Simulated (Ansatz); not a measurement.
Consider MoSeS (P-3m1).

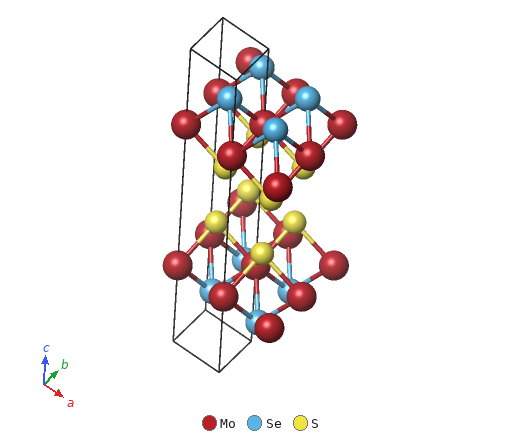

The structure (molybdenum red, selenium blue, sulfur yellow). Bonds to atoms that aren't drawn are left out. 2×2×1 cells are drawn. Some periodic images of atoms are drawn too.

Symmetry: P-3m1, No. 164, trigonal system. The conventional cell has a = 3.253 Å, b = 3.253 Å, c = 13.617 Å, α = 90.00°, β = 90.00°, γ = 120.00°. Mo has 3 S at 2.41 Å and 3 Se at 2.53 Å nearest. Nearest to Se lie 3 Mo at 2.53 Å. Nearest to S lie 3 Mo at 2.41 Å. Farther neighbours and most contacts between anions are not listed.

```cif
data_structure
_symmetry_space_group_name_H-M 'P 1'
_symmetry_Int_Tables_number 1
_cell_length_a 3.2525
_cell_length_b 3.2525
_cell_length_c 13.6173
_cell_angle_alpha 90.000
_cell_angle_beta 90.000
_cell_angle_gamma 120.000
_cell_volume 124.76
loop_
_atom_site_label
_atom_site_type_symbol
_atom_site_fract_x
_atom_site_fract_y
_atom_site_fract_z
_atom_site_occupancy
Mo1 Mo 0.00000 0.00000 0.25915 1
Mo2 Mo 0.00000 0.00000 0.74085 1
Se3 Se 0.66667 0.33333 0.86489 1
Se4 Se 0.33333 0.66667 0.13511 1
S5 S 0.33333 0.66667 0.37059 1
S6 S 0.66667 0.33333 0.62941 1
```

The cell and positions are those that the Materials Project relaxed with its own functionals (PBE, PBE+U or r2SCAN), kept fixed.

Gaps computed with Ansatz 0.2.0 without a self-energy: r2SCAN 1.10 eV, r2SCAN+SOC 1.09 eV and HSE06+SOC 1.49 eV.

What gap should G0W0 on r2SCAN give (9×9×2 mesh, 1256 empty bands, screening to 270 eV, hard PAW files)?

About 1.52 eV: on its mesh the run moves the gap from 1.10 eV by +0.41 eV. Bands and cutoff are finite, so the gap is not at the basis limit. The miss can reach some tenths of an eV and take either sign; the mesh is an error of its own. The many-body steps are scalar-relativistic: spin-orbit coupling is not in them.

[Paths, hosts, dates, memory and timing lines, banners, echoed tables and standing remarks are left out of the program output.]

[Logs are printed without paths, hosts, clocks, repeated set-up lines and the standing remarks that a program may print on its own settings, such as how far it seeks lower states.]

[Runs of the session that timed out or met a known fault of the program may be left out.]

[Cells called generated may have been cut or substituted from an entry of the Crystallography Open Database or the Materials Project.]

[Hosts, paths, dates, database ids (printed as entryN), source tags and the programs' standing remarks are cut or masked in the printed files.]
